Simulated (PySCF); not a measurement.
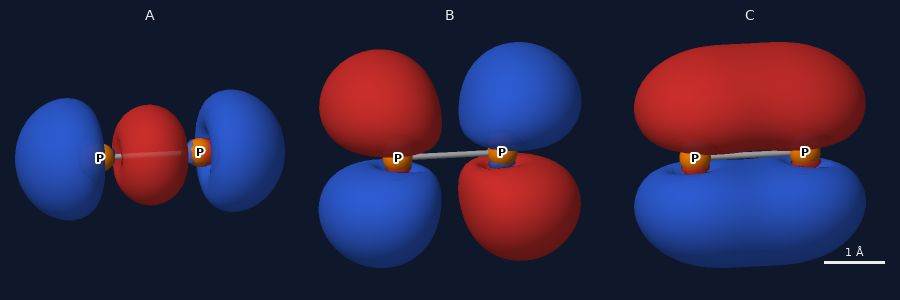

*P$_{2}$. Three frontier orbitals, each drawn at the value that holds 80 % of its norm (red and blue are the two phases), in no order; of a degenerate pair one member is drawn.*

Computed with PBE0/aug-pcseg-1, non-relativistic, at a bond length of 1.895 Å in PySCF 2.14.0.

Q: Label each orbital by symmetry, say whether it is occupied, and order them by energy.

A: Orbital A: σg, occupied, −8.47 eV; with no node between the nuclei.
Orbital C: πu, occupied, −8.20 eV; with no node between the nuclei, bonding.
Orbital B: πg, empty, −2.69 eV; antibonding, with a node between the atoms.
